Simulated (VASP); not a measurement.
Band structure of Te (relaxed from the diamond structure, space group Fd-3m). Computed with r2SCAN meta-GGA, VASP's PBE PAW potentials (set 64) (plane waves; VASP).

Unless said otherwise, spin-orbit coupling is left out, though it shifts the bands of the heavy elements here.

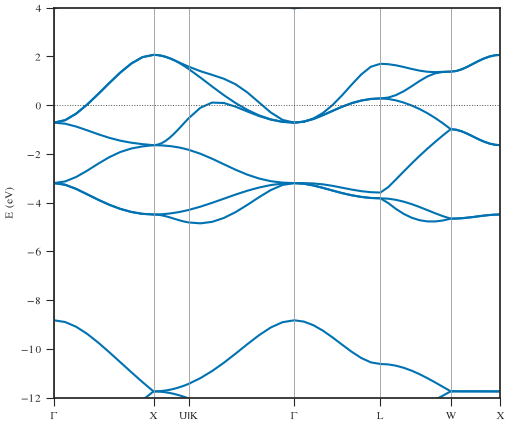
Bands along high-symmetry lines, zero at the valence-band maximum or, without a gap, the Fermi level

**Question.** Read the plot: is there a gap, and where are the band edges?

**Answer.** It has no gap at this level: it comes out as a metal or semimetal.

The structure was generated: Te was put into the diamond type (Fd-3m), which need not be its known phase. It was relaxed first, which changed the volume by +41 %.
